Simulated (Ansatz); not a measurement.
NO+ (nitrosonium): a line through the functionals

The species is NO+ (2 atoms), meant as a singlet with charge +1. SMILES: `N#[O+]`. Geometry: the measured bond length.

The HOMO–LUMO gap y, in eV, basis aug-cc-pVTZ; a is the functional's share of exact exchange. Programs: Ansatz 0.2.0.

| functional | program | a | y (eV) |
| --- | --- | --- | --- |
| BLYP | Ansatz | 0 | 8.61 |
| revPBE | Ansatz | 0 | 8.64 |
| B3LYP | Ansatz | 0.2 | ? |
| PBE0 | Ansatz | 0.25 | 12.28 |
| r2SCAN0 | Ansatz | 0.25 | 12.84 |
| BHLYP | Ansatz | 0.5 | 16.01 |

Question: Fit y = c + s·a to the known rows and predict B3LYP.

Answer: 
1. Means of the 5 rows: a = 0.2000, y = 11.676.
2. Σ(Δa)² = 0.175, Σ(Δa·Δy) = 2.609, so the slope is 2.609/0.175 = 14.909.
3. Intercept: 11.676 − (14.909) × 0.2000 = 8.694. The largest residual of the fit is 0.42.
4. B3LYP: 8.694 + (14.909) × 0.2 = 11.68 eV.

The run gave 11.56 eV, so the prediction is off by +0.12 eV, within the scatter of the fit. Exact exchange lowers occupied levels and raises empty ones. The rows mix families of semi-local functionals, which the line can't see.

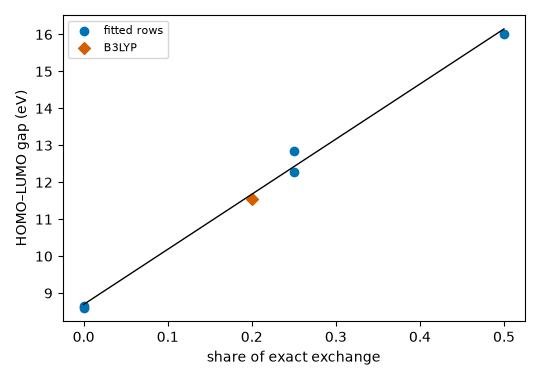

The fitted line, with the withheld row.
